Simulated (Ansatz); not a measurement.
**CH6NOSi···HCl (doublet): density, localisation and related maps**

```xyz
12

Si    0.1033   -0.0855   -0.0429
H     0.0901   -0.0710    1.6780
N     1.6498    0.0375   -0.7880
H     2.3598   -0.6799   -0.6355
H     2.0636    0.9565   -0.9445
H    -0.6982    1.1057   -0.4943
O    -0.5196   -1.5780   -0.4225
C    -1.5575   -2.2196    0.3332
H    -1.4279   -2.0701    1.4206
H    -2.5487   -1.8362    0.0307
H    -1.5088   -3.2970    0.1097
Cl   -0.0660   -0.2184    3.2625
```

These are results of UKS PBE-D4/6-31G* (Ansatz 0.2.0), not measurements.

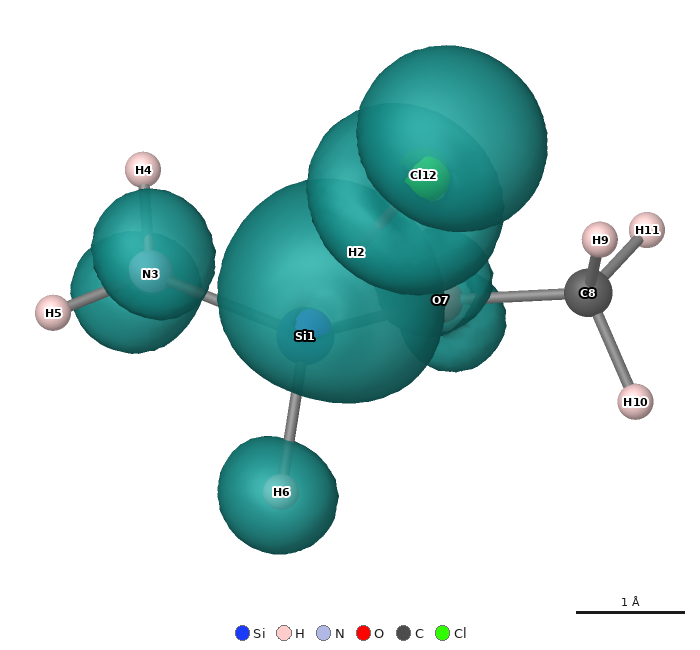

Figure 1. Isosurface of the spin density at +0.02 e/Å³ (teal), seen from one side.

### Where is the unpaired spin?

The unpaired spin (1 electron) lies mostly on Cl12 (about 0.4), Si1 (about 0.2), N3 (about 0.1), H2 (about 0.1) and O7 (about 0.1), in electrons by Hirshfeld's partition.

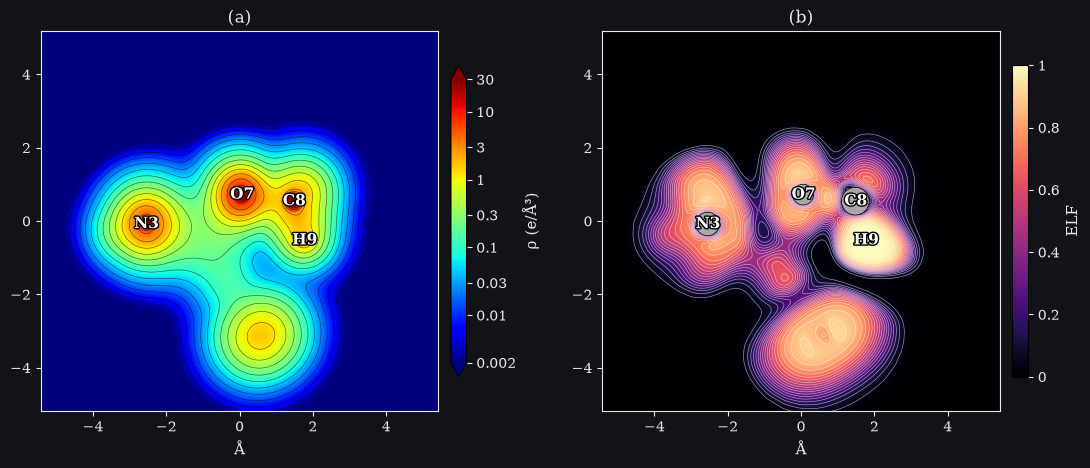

Figure 2. (a) electron density; (b) electron localisation function on the plane of atoms O7, C8 and H9. Grey discs cover the atomic cores in the ELF map.

### Interpret the plot.

- The section cuts through N, O, C and H sites.
- C–O (1.44 Å): ρ is about 1.9 e/Å³ halfway, with its minimum of 1.6 e/Å³ about 0.5 Å from C; the ELF peaks at about 0.85 between the atoms; a shared but strongly polarised pair.
- C–H (1.11 Å): ρ at the midpoint is about 2 e/Å³; the ELF climbs to about 1 towards the hydrogen, as it does in any bond to H: an ordinary covalent bond to hydrogen.
- The ELF also peaks beside Cl12, N3 and O7, away from the bonds: non-bonding electrons, paired or unpaired.

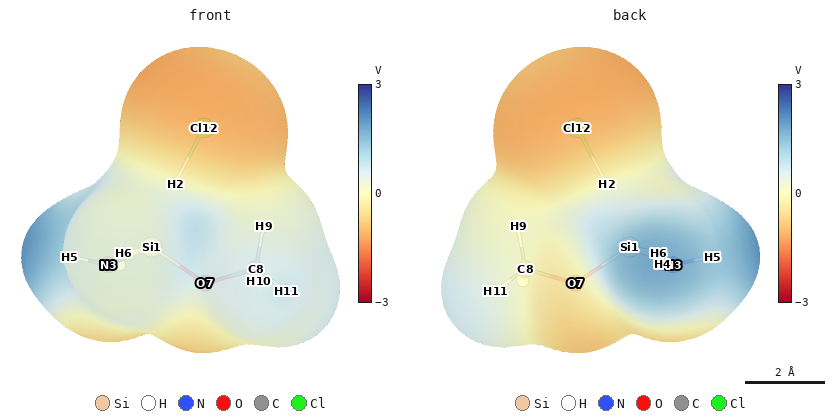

Figure 3. The electrostatic potential painted on the density surface at 0.001 e/bohr³, seen from the front and from behind; red is negative and blue positive.

### Which sites attract a positive test charge, and which a negative one?

A positive charge is drawn to the negative regions and a negative charge to the positive ones. The most negative region (about −1.2 V) lies over Cl12, the most positive (about +2.0 V) over H5.
